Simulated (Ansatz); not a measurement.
```yaml
crystal:
  lattice:
    - [4.37532, 0.00000, 0.00000]
    - [0.00000, 4.37532, 0.00000]
    - [0.00000, 0.00000, 4.37532]
  atoms:
    - { symbol: K, position: [0.00000, 0.00000, 0.00000] }
    - { symbol: Ta, position: [0.00000, 0.50000, 0.50000] }
    - { symbol: Ta, position: [0.50000, 0.00000, 0.50000] }
    - { symbol: Ta, position: [0.50000, 0.50000, 0.00000] }
```

Space group Pm-3m; started from the Cu3Au (L1_2)_221 prototype, which need not be the ambient phase.

These are results of DFT PBE, scalar-relativistic, plane waves, PAW in Ansatz, not measurements.

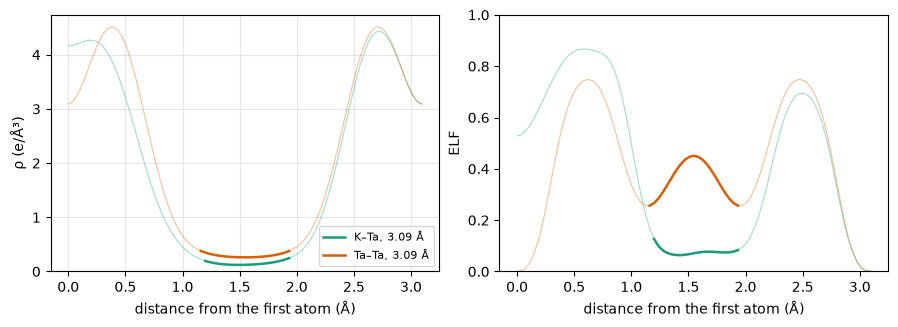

KTa₃. Valence electron density and electron localisation function along straight lines between neighbouring atoms. Thin, pale parts lie inside the atomic spheres.

The density is the valence pseudo-density of a PAW calculation; it isn't the true density close to the nuclei.

Question: Compare the contacts.

Answer: K–Ta (3.09 Å): the density is about 0.12 e/Å³ at the midpoint; the ELF is about 0.05 at the midpoint: no localised pair shows between them.
Ta–Ta (3.09 Å): ρ at the midpoint is about 0.26 e/Å³; the ELF is about 0.45 at the midpoint.
